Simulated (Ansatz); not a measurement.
The starting structures come from a database of crystals and need not be the phases stable at ambient conditions.

 Where the default PAW files enter, the runs use the earlier of Ansatz's two default sets.

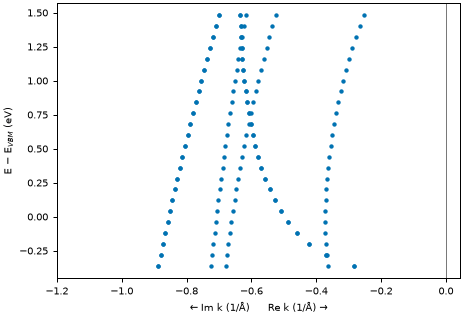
*Complex bands at the centre of the two-dimensional zone; r2SCAN (Ansatz, a first-principles code)*

No gap correction and no spin-orbit coupling; mid-gap values are interpolated between computed energies.

**Question.** This is Ba₂NF (R-3m, not sure to be the ambient phase, 4 atoms a cell, 23.4 Å³ an atom) along the normal of (001). Read off the slowest decay at the centre of the two-dimensional zone at 0.60 eV, the computed energy nearest the middle of the gap.

**Answer.** κ ≈ 0.35 1/Å, a decay length 1/(2κ) of the density of 1.4 Å.
